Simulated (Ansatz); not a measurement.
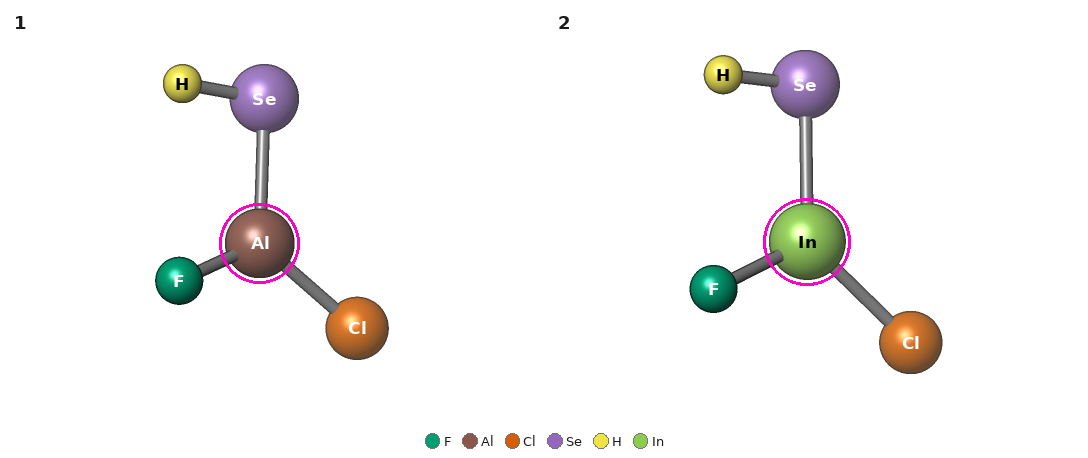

2 molecules with one skeleton, seen from the same side and at one scale; the atom that differs is circled. Each species is neutral and a spin singlet. Computed geometries: PBE0-D4/def2-TZVP optimisations, one conformation each. Properties computed with Ansatz 0.2.0. Elements past Kr carry core potentials.

One atom differs, called X below: Al in panel 1, In in panel 2. Their formulas are AlClFHSe (`[F][Al]([Cl])[SeH]`), ClFHInSe (`[F][In]([Cl])[SeH]`).

**In which is the length of X–Cl larger (PBE0-D4/def2-TZVP)?**

In panel 2 (X = In).

**In which is the length of X–F larger (PBE0-D4/def2-TZVP)?**

In panel 2 (X = In).

Give the values. With PBE0-D4/def2-TZVP: length of X–Cl (Å), length of X–F (Å), length of X–Se (Å), angle Cl–X–Se (°). With ωB97M-V/def2-TZVPP: dipole moment (D), HOMO energy (Kohn–Sham orbital) (eV), HOMO–LUMO gap (eV).

```tsv
quantity	1 (Al)	2 (In)	2 − 1
length of X–Cl (Å)	2.075	2.300	+0.225
length of X–F (Å)	1.639	1.938	+0.299
length of X–Se (Å)	2.288	2.466	+0.178
angle Cl–X–Se (°)	120.6	127.0	+6.4
dipole moment (D)	1.00	2.35	+1.35
HOMO energy (Kohn–Sham orbital) (eV)	−9.99	−10.16	−0.17
HOMO–LUMO gap (eV)	10.54	9.50	−1.04
```
